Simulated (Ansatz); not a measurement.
Structure: a (100) slab cut from TiB₂ (P6/mmm), ended by B planes, 36 atoms in the cell; a = 6.01 Å, b = 6.36 Å, c = 22.94 Å, α = 90.00°, β = 90.00°, γ = 90.00°.

Computed with Ansatz: DFT PBE+D3(BJ), scalar-relativistic, plane waves, PAW, no spin polarisation, 3×3×1 k mesh, 420 eV cutoff, Gaussian smearing of 0.1 eV.

What does the potential across the slab give for the work function?

The work function is 5.58 eV, the same on both faces. The two vacuum levels agree, so the slab has no net dipole along its normal. The outermost atoms are 6.9 Å apart, which leaves 16.0 Å of vacuum in a cell 22.9 Å high.

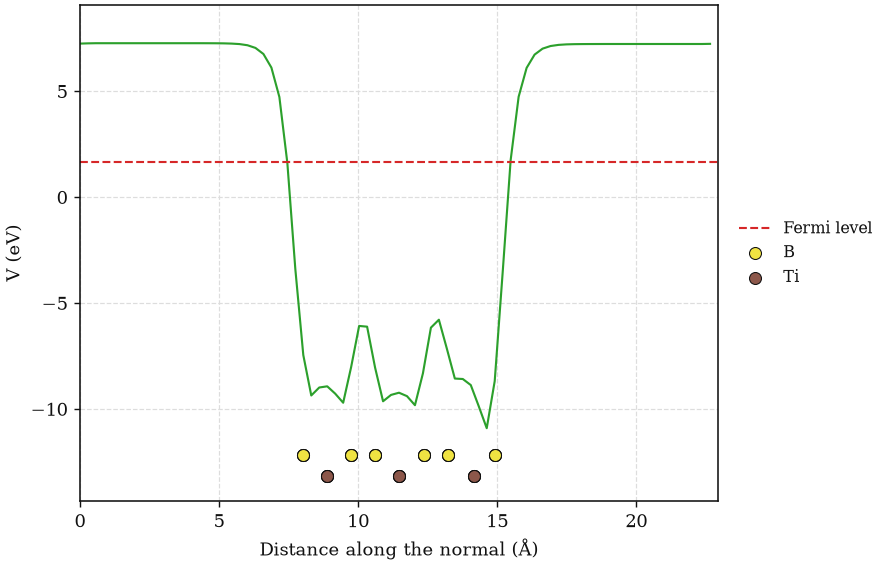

Plane-averaged electrostatic potential energy of an electron across the slab; circles at the bottom mark the heights of the atoms (positions after relaxation).
